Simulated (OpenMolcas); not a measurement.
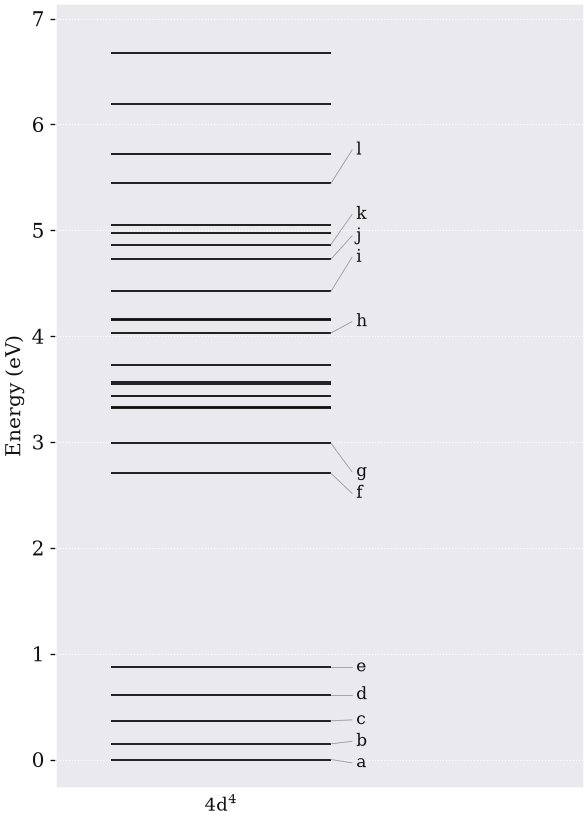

Fig. 1: The lowest computed levels of Ag⁷⁺, 12 of them lettered. a: 4d⁴ ⁵D₀ at 0; b: 4d⁴ ⁵D₁ at 0.149 eV; c: 4d⁴ ⁵D₂ at 0.366 eV; d: 4d⁴ ⁵D₃ at 0.613 eV; e: 4d⁴ ⁵D₄ at 0.873 eV; f: 4d⁴ ³P₀ at 2.70 eV; g: 4d⁴ ³H₄ at 2.99 eV; h: 4d⁴ ³P₂ at 4.03 eV; i: 4d⁴ ³G₅ at 4.42 eV; j: 4d⁴ ³D₃ at 4.73 eV; k: 4d⁴ ³D₂ at 4.87 eV; l: 4d⁴ ¹G₄ at 5.44 eV.

# Ag⁷⁺: multiconfigurational calculation

Ag⁷⁺. Computed at this level: state-averaged SS-CASPT2, IPEA shift 0.25, imaginary shift 0.1 hartree, closed shells 4s 4p correlated, active space 4 electrons in the shells 4d 5d, basis ANO-RCC-VQZP, DKH2 scalar Hamiltonian, spin-orbit coupling by RASSI with atomic mean-field integrals (OpenMolcas).

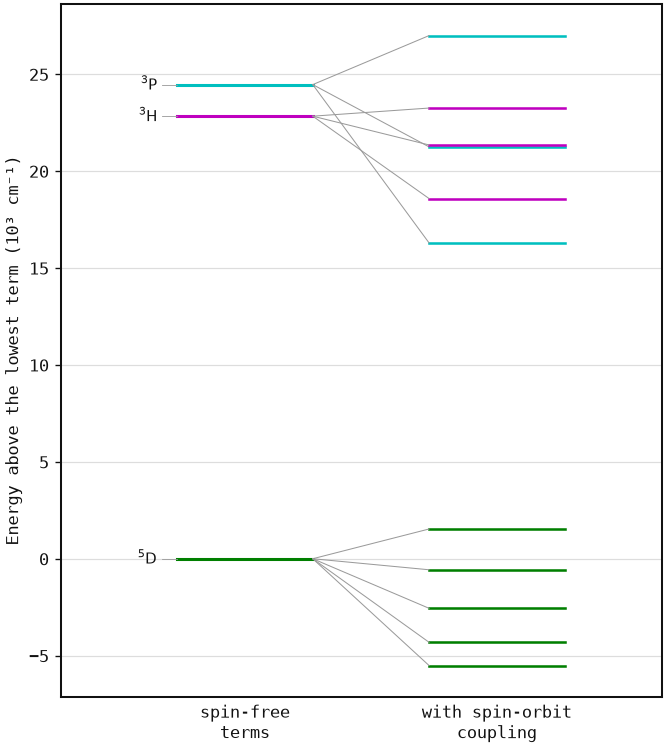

Fig. 2: Terms of Ag⁷⁺ (silver, Z = 47) without and with spin-orbit coupling; the J values are left off. ⁵D (at 0) splits over 7,040 cm⁻¹ into J = 0, 1, 2, 3, 4 from the bottom up (normal); ³H (at 22,800 cm⁻¹) splits over 4,670 cm⁻¹ into J = 4, 5, 6 from the bottom up (normal); ³P (at 24,500 cm⁻¹) splits over 10,700 cm⁻¹ into J = 0, 1, 2 from the bottom up (normal). The ground level lies 5,510 cm⁻¹ below the lowest term.

Input and output of the run follow.

### Input
```
&GATEWAY
Coord
1

Ag 0.0 0.0 0.0
Basis=ANO-RCC-VQZP
Group=XYZ
NoMove
AngMom=0.0 0.0 0.0
AMFI
&SEWARD
&RASSCF
FileOrb=start.orb
Symmetry=1
Spin=5
nActEl=4 0 0
Inactive=9 9
Ras2=5 0
CIRoot=5 5 1
SDav=5
CIMx=300
Iter=120 100
PrWF=0.3
OrbListing=Nothing
MaxOrb=0
Atom
>>> COPY $Project.JobIph JOBPRE
&RASSCF
FileOrb=start.orb
Symmetry=1
Spin=5
nActEl=4 0 0
Inactive=9 9
Ras2=10 0
CIRoot=5 5 1
SDav=210
CIMx=300
Iter=120 100
PrWF=0.3
OrbListing=Nothing
MaxOrb=0
Atom
>>> COPY $Project.JobIph JOB001
&RASSCF
FileOrb=start.orb
Symmetry=1
Spin=3
nActEl=4 0 0
Inactive=9 9
Ras2=10 0
CIRoot=45 45 1
SDav=990
CIMx=300
Iter=120 100
PrWF=0.3
OrbListing=Nothing
MaxOrb=0
Atom
>>> COPY $Project.JobIph JOB002
&RASSCF
FileOrb=start.orb
Symmetry=1
Spin=1
nActEl=4 0 0
Inactive=9 9
Ras2=10 0
CIRoot=49 49 1
SDav=825
CIMx=300
Iter=120 100
PrWF=0.3
OrbListing=Nothing
MaxOrb=0
Atom
>>> COPY $Project.JobIph JOB003
&RASSI
NrOfJobIphs=3 5 45 49
1 2 3 4 5
1 2 3 4 5 6 7 8 9 10 11 12 13 14 15 16 17 18 19 20 21 22 23 24 25 26 27
28 29 30 31 32 33 34 35 36 37 38 39 40 41 42 43 44 45
1 2 3 4 5 6 7 8 9 10 11 12 13 14 15 16 17 18 19 20 21 22 23 24 25 26 27
28 29 30 31 32 33 34 35 36 37 38 39 40 41 42 43 44 45 46 47 48 49
IphNames
JOB001
JOB002
JOB003
EJob
SpinOrbit
DIPRint=1.0
SOCoupling=1000.0
Subsets=2
MEES
Property=10
'ANGMOM' 1 'ANGMOM' 2 'ANGMOM' 3 'MLTPL  1' 1 'MLTPL  1' 2 'MLTPL  1' 3
'AMFI' 1 'AMFI' 2 'AMFI' 3 'MLTPL  2' 6
SOProperty=3
'ANGMOM' 1 'ANGMOM' 2 'ANGMOM' 3
>>> COPY JOB001 $Project.JobIph
&CASPT2
Multistate=5 1 2 3 4 5
Frozen=8 6
IPEA=0.25
Imaginary=0.1
MaxIter=60
WThr=0.0 0.3 0.05
PrWF=0.5
NoMix
>>> COPY JOB002 $Project.JobIph
&CASPT2
Multistate=45 1 2 3 4 5 6 7 8 9 10 11 12 13 14 15 16 17 18 19 20 21 22
23 24 25 26 27 28 29 30 31 32 33 34 35 36 37 38 39 40 41 42 43 44 45
Frozen=8 6
IPEA=0.25
Imaginary=0.1
MaxIter=60
WThr=0.0 0.3 0.05
PrWF=0.5
NoMix
>>> COPY JOB003 $Project.JobIph
&CASPT2
Multistate=49 1 2 3 4 5 6 7 8 9 10 11 12 13 14 15 16 17 18 19 20 21 22
23 24 25 26 27 28 29 30 31 32 33 34 35 36 37 38 39 40 41 42 43 44 45 46
47 48 49
Frozen=8 6
IPEA=0.25
Imaginary=0.1
MaxIter=60
WThr=0.0 0.3 0.05
PrWF=0.5
NoMix
```

The file start.orb holds starting orbitals from an earlier step. A driver script formed the levels outside the program, from RASSI's spin-orbit matrix and the CASPT2 energies (for multi-state variants, the effective Hamiltonian), averaged over the components of each term or state. The log and the time are those of the CASPT2 step.

Run as:
```bash
OMP_NUM_THREADS=1 MOLCAS_MEM=1689 MOLCAS_PROJECT=a pymolcas a.inp > a.log  # once for each step of the input, in one work folder
```

### The program's output (extracts)
```
--- CASPT2 ---
Orbital specifications:
      -----------------------

      Symmetry species                           1   2
                                                ag  au
      Frozen orbitals                            8   6
      Inactive orbitals                          1   3
      Active orbitals                           10   0
      Secondary orbitals                        32  44
      Deleted orbitals                           0   0
      Number of basis functions                 51  53
Type of calculation                        MS-CASPT2
      Fock operator                              state-specific
      IPEA shift                                 0.25
      Real shift                                 0.00
      Imaginary shift                            0.10
      The input orbitals will be transformed to quasi-canonical
Reference energy:       -5298.6147358877
      E2 (Non-variational):      -0.3351084639
      Shift correction:          -0.0000460925
      E2 (Variational):          -0.3351545564
      Total energy:           -5298.9498904441
      Residual norm:              0.0000003951
      Reference weight:           0.96535
      Contributions to the CASPT2 correlation energy
      Active & Virtual Only:         -0.0277802474
      One Inactive Excited:          -0.1738969196
      Two Inactive Excited:          -0.1334312969
Reference energy:       -5298.6147358877
      E2 (Non-variational):      -0.3350711787
      Shift correction:          -0.0000460399
      E2 (Variational):          -0.3351172186
      Total energy:           -5298.9498531063
      Residual norm:              0.0000003946
      Reference weight:           0.96537
      Contributions to the CASPT2 correlation energy
      Active & Virtual Only:         -0.0277786265
      One Inactive Excited:          -0.1738598874
      Two Inactive Excited:          -0.1334326649
::    CASPT2 Root  1     Total energy:  -5298.94989044
::    CASPT2 Root  2     Total energy:  -5298.94985311
::    CASPT2 Root  3     Total energy:  -5298.94989080
::    CASPT2 Root  4     Total energy:  -5298.94985263
::    CASPT2 Root  5     Total energy:  -5298.94987529
::    MS-CASPT2 Root  1     Total energy:  -5298.94989987
::    MS-CASPT2 Root  2     Total energy:  -5298.94989303
::    MS-CASPT2 Root  3     Total energy:  -5298.94988346
::    MS-CASPT2 Root  4     Total energy:  -5298.94984934
::    MS-CASPT2 Root  5     Total energy:  -5298.94983657
--- CASPT2 ---
Orbital specifications:
      -----------------------

      Symmetry species                           1   2
                                                ag  au
      Frozen orbitals                            8   6
      Inactive orbitals                          1   3
      Active orbitals                           10   0
      Secondary orbitals                        32  44
      Deleted orbitals                           0   0
      Number of basis functions                 51  53
Type of calculation                        MS-CASPT2
      Fock operator                              state-specific
      IPEA shift                                 0.25
      Real shift                                 0.00
      Imaginary shift                            0.10
      The input orbitals will be transformed to quasi-canonical
Reference energy:       -5298.5024327854
      E2 (Non-variational):      -0.3433524132
      Shift correction:          -0.0000481500
      E2 (Variational):          -0.3434005632
      Total energy:           -5298.8458333486
      Residual norm:              0.0000004587
      Reference weight:           0.96423
      Contributions to the CASPT2 correlation energy
      Active & Virtual Only:         -0.0301586688
      One Inactive Excited:          -0.1847244392
      Two Inactive Excited:          -0.1284693052
Reference energy:       -5298.5024327854
      E2 (Non-variational):      -0.3433503551
      Shift correction:          -0.0000481466
      E2 (Variational):          -0.3433985018
      Total energy:           -5298.8458312872
      Residual norm:              0.0000004613
      Reference weight:           0.96423
      Contributions to the CASPT2 correlation energy
      Active & Virtual Only:         -0.0301644290
      One Inactive Excited:          -0.1847320655
      Two Inactive Excited:          -0.1284538606
::    CASPT2 Root  1     Total energy:  -5298.84583335
::    CASPT2 Root  2     Total energy:  -5298.84583129
::    CASPT2 Root  3     Total energy:  -5298.84579371
::    CASPT2 Root  4     Total energy:  -5298.84584900
::    CASPT2 Root  5     Total energy:  -5298.84580283
::    CASPT2 Root  6     Total energy:  -5298.84578294
::    CASPT2 Root  7     Total energy:  -5298.84578891
::    CASPT2 Root  8     Total energy:  -5298.84589648
::    CASPT2 Root  9     Total energy:  -5298.84582327
::    CASPT2 Root 10     Total energy:  -5298.84580174
::    CASPT2 Root 11     Total energy:  -5298.84578555
::    CASPT2 Root 12     Total energy:  -5298.83839254
::    CASPT2 Root 13     Total energy:  -5298.83839123
::    CASPT2 Root 14     Total energy:  -5298.83839254
::    CASPT2 Root 15     Total energy:  -5298.83511126
::    CASPT2 Root 16     Total energy:  -5298.83514176
::    CASPT2 Root 17     Total energy:  -5298.83525024
::    CASPT2 Root 18     Total energy:  -5298.83512244
::    CASPT2 Root 19     Total energy:  -5298.83510224
::    CASPT2 Root 20     Total energy:  -5298.83507809
::    CASPT2 Root 21     Total energy:  -5298.83519432
::    CASPT2 Root 22     Total energy:  -5298.82509102
::    CASPT2 Root 23     Total energy:  -5298.82523226
::    CASPT2 Root 24     Total energy:  -5298.82506523
::    CASPT2 Root 25     Total energy:  -5298.82514763
::    CASPT2 Root 26     Total energy:  -5298.82507491
::    CASPT2 Root 27     Total energy:  -5298.82512848
::    CASPT2 Root 28     Total energy:  -5298.82506287
::    CASPT2 Root 29     Total energy:  -5298.82502488
::    CASPT2 Root 30     Total energy:  -5298.82506510
--- CASPT2 ---
Orbital specifications:
      -----------------------

      Symmetry species                           1   2
                                                ag  au
      Frozen orbitals                            8   6
      Inactive orbitals                          1   3
      Active orbitals                           10   0
      Secondary orbitals                        32  44
      Deleted orbitals                           0   0
      Number of basis functions                 51  53
Type of calculation                        MS-CASPT2
      Fock operator                              state-specific
      IPEA shift                                 0.25
      Real shift                                 0.00
      Imaginary shift                            0.10
      The input orbitals will be transformed to quasi-canonical
Reference energy:       -5298.4463629447
      E2 (Non-variational):      -0.3474170518
      Shift correction:          -0.0000489529
      E2 (Variational):          -0.3474660047
      Total energy:           -5298.7938289494
      Residual norm:              0.0000006034
      Reference weight:           0.96372
      Contributions to the CASPT2 correlation energy
      Active & Virtual Only:         -0.0309393282
      One Inactive Excited:          -0.1908516143
      Two Inactive Excited:          -0.1256261093
Reference energy:       -5298.4463629447
      E2 (Non-variational):      -0.3470340864
      Shift correction:          -0.0000487350
      E2 (Variational):          -0.3470828214
      Total energy:           -5298.7934457661
      Residual norm:              0.0000005620
      Reference weight:           0.96382
      Contributions to the CASPT2 correlation energy
      Active & Virtual Only:         -0.0308665390
      One Inactive Excited:          -0.1907500587
      Two Inactive Excited:          -0.1254174887
::    CASPT2 Root  1     Total energy:  -5298.79382895
::    CASPT2 Root  2     Total energy:  -5298.79344577
::    CASPT2 Root  3     Total energy:  -5298.79331708
::    CASPT2 Root  4     Total energy:  -5298.79334711
::    CASPT2 Root  5     Total energy:  -5298.79357128
::    CASPT2 Root  6     Total energy:  -5298.79331900
::    CASPT2 Root  7     Total energy:  -5298.79342535
::    CASPT2 Root  8     Total energy:  -5298.79388835
::    CASPT2 Root  9     Total energy:  -5298.79352965
::    CASPT2 Root 10     Total energy:  -5298.79394607
::    CASPT2 Root 11     Total energy:  -5298.79352171
::    CASPT2 Root 12     Total energy:  -5298.79367798
::    CASPT2 Root 13     Total energy:  -5298.79345350
::    CASPT2 Root 14     Total energy:  -5298.78983721
::    CASPT2 Root 15     Total energy:  -5298.78955916
::    CASPT2 Root 16     Total energy:  -5298.79010454
::    CASPT2 Root 17     Total energy:  -5298.79019152
::    CASPT2 Root 18     Total energy:  -5298.79007931
::    CASPT2 Root 19     Total energy:  -5298.79008663
::    CASPT2 Root 20     Total energy:  -5298.79035785
::    CASPT2 Root 21     Total energy:  -5298.79009136
::    CASPT2 Root 22     Total energy:  -5298.78990922
::    CASPT2 Root 23     Total energy:  -5298.77309001
::    CASPT2 Root 24     Total energy:  -5298.75290876
::    CASPT2 Root 25     Total energy:  -5298.75286900
::    CASPT2 Root 26     Total energy:  -5298.75291190
::    CASPT2 Root 27     Total energy:  -5298.75272621
::    CASPT2 Root 28     Total energy:  -5298.75278673
::    CASPT2 Root 29     Total energy:  -5298.72950575
::    CASPT2 Root 30     Total energy:  -5298.72911569
```

### Spin-orbit levels, grouped by J and assigned

| Configuration | Level | E (eV) | LS purity (%) | Landé g |
| --- | --- | --- | --- | --- |
| 4d⁴ | ⁵D₀ | 0 | 93 | – |
| 4d⁴ | ⁵D₁ | 0.1487 | 96 | 1.500 |
| 4d⁴ | ⁵D₂ | 0.3661 | 98 | 1.497 |
| 4d⁴ | ⁵D₃ | 0.6126 | 98 | 1.494 |
| 4d⁴ | ⁵D₄ | 0.8734 | 96 | 1.490 |
| 4d⁴ | ³P₀ | 2.704 | 84 | – |
| 4d⁴ | ³H₄ | 2.988 | 70 | 0.890 |
| 4d⁴ | ³P₁ | 3.318 | 93 | 1.468 |
| 4d⁴ | ³H₅ | 3.331 | 86 | 1.057 |
| 4d⁴ | J = 3 (even, mixed) | 3.436 | 51 | 0.918 |
| 4d⁴ | ³F₂ | 3.548 | 93 | 0.695 |
| 4d⁴ | ³H₆ | 3.567 | 93 | 1.155 |
| 4d⁴ | J = 4 (even, mixed) | 3.723 | 54 | 1.112 |
| 4d⁴ | ³P₂ | 4.030 | 82 | 1.441 |
| 4d⁴ | J = 3 (even, mixed) | 4.149 | 52 | 0.928 |
| 4d⁴ | ³G₄ | 4.163 | 60 | 1.083 |
| 4d⁴ | ³G₅ | 4.423 | 86 | 1.177 |
| 4d⁴ | ³D₃ | 4.726 | 94 | 1.317 |
| 4d⁴ | ³D₂ | 4.865 | 71 | 1.182 |
| 4d⁴ | ³D₁ | 4.976 | 96 | 0.537 |
| 4d⁴ | ¹I₆ | 5.046 | 93 | 1.012 |
| 4d⁴ | ¹G₄ | 5.442 | 74 | 1.028 |
| 4d⁴ | ¹S₀ | 5.719 | 89 | – |
| 4d⁴ | ¹D₂ | 6.196 | 78 | 1.028 |
| 4d⁴ | ¹F₃ | 6.670 | 87 | 1.016 |
| 4d⁴ | ³P₂ | 7.581 | 94 | 1.465 |
| 4d⁴ | ³F₄ | 7.835 | 93 | 1.236 |
| 4d⁴ | ³F₂ | 7.937 | 93 | 0.693 |
| 4d⁴ | ³F₃ | 8.033 | 91 | 1.078 |
| 4d⁴ | ³P₁ | 8.120 | 99 | 1.497 |
| 4d⁴ | ³P₀ | 8.467 | 98 | – |
| 4d⁴ | ¹G₄ | 8.963 | 94 | 1.013 |
| 4d⁴ | ¹D₂ | 11.51 | 99 | 1.000 |

### Key numbers

- outcome: converged; degenerate states are split by up to 279 cm⁻¹
- lowest level: 4d⁴ ⁵D₀
- first excited level: 4d⁴ ⁵D₁, 1,199 cm⁻¹ (measured: 1,340)
- energy of the lowest spin-free term: −5298.94987 hartree
- energy of the lowest spin-orbit level: −5298.97498 hartree
- CASPT2 correlation energy: −0.3351 hartree
- largest spread among components of a term: 279.5 cm⁻¹
- lowest reference weight: 0.958
- hardware: 1 CPU thread, shared host
- wall time: 25 min

### Notes

The components of ³F, which symmetry makes degenerate, are split by 279 cm⁻¹ in CASPT2, and those of 5 more by over 50 cm⁻¹. This is an artefact; the levels of such states rest on averages and are uncertain by about as much. The run is of multi-state type; this report uses its single-state energies. To bear in mind: extra active shells serve correlation only, their own levels not computed; only configurations of the active space are included; levels of higher terms that fall inside the range are not drawn.
